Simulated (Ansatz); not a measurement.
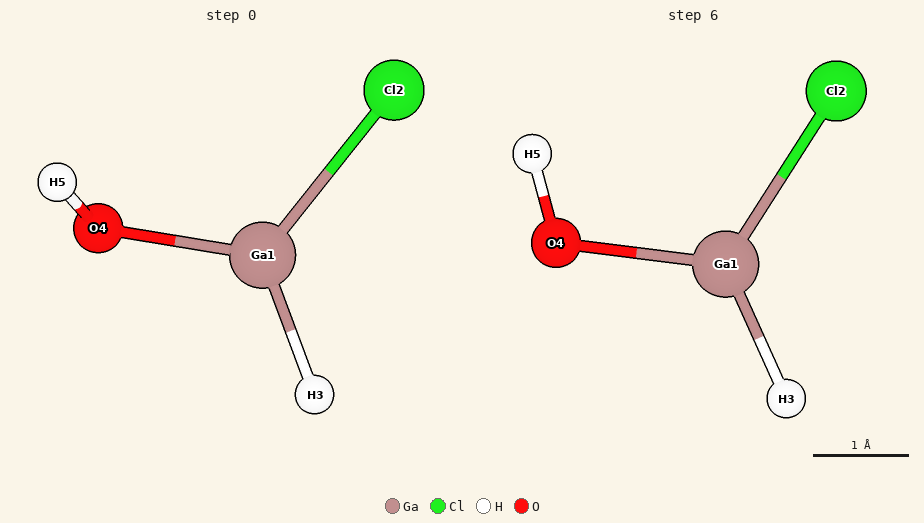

The structure of GaH2OCl before (left) and after (right) a relaxation, at one scale.

A ball-and-stick model, seen face on.

The run prepares the start of a later molecular dynamics calculation, from a guessed geometry.

Computed with RKS revPBE-D4/def2-SVP (Ansatz). Settings: no spin polarisation; force threshold 0.02 eV/Å; at most 40 steps.

Question: What changed between the two?

Answer: After 6 geometry steps the energy has fallen by 24.7 kJ/mol. The largest force component goes from 1.4 to 0.015 eV/Å. H5 moves most after the best rigid fit: 0.46 Å. Largest moves by element: H 0.46 Å, O 0.40 Å, Cl 0.21 Å, Ga 0.12 Å. Near-neighbour distances that change, for instance: Ga1–Cl2 2.240 → 2.177 Å, O4–H5 1.010 → 0.976 Å, Ga1–H3 1.570 → 1.557 Å, Ga1–O4 1.790 → 1.800 Å. Bond angles that change, for instance: Cl2–Ga1–O4 120.0° → 115.5°, Cl2–Ga1–H3 120.0° → 123.4°, Ga1–O4–H5 109.5° → 111.8°. Groups turn about Ga1–O4 by about 65°.
